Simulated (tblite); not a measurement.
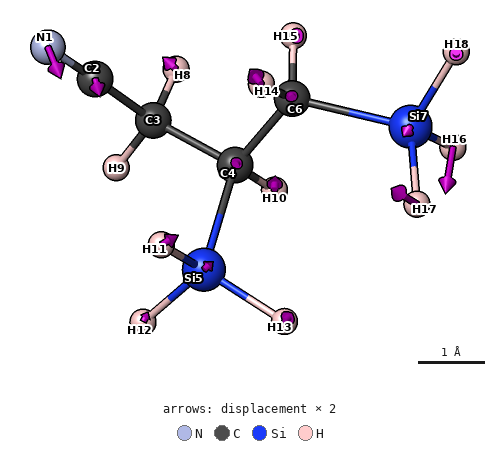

A relaxation of C4H11NSi2. The starting structure is drawn; purple arrows show the displacements, 2 times their true length. The two geometries are superimposed by the best rigid fit.

Style: ball-and-stick. Shown at a tilt.

Level of theory: GFN2-xTB geometry optimisation, gas phase (tblite). 

What happened in the run?

The largest move after the best rigid fit is that of H16, 0.43 Å. By element the largest moves are H 0.43 Å, N 0.32 Å, C 0.17 Å, Si 0.13 Å. Some distances before and after: C2–C3 1.477 → 1.438 Å, Si7–H16 1.500 → 1.466 Å, Si5–H11 1.488 → 1.460 Å, C6–Si7 1.879 → 1.903 Å. Among the angles between lasting bonds that change: Si5–C4–H10 103.5° → 108.5°, Si7–C6–H15 105.2° → 107.8°, C4–C6–Si7 118.1° → 115.6°. The energy falls by 14.9 kJ/mol in 101 geometry steps.
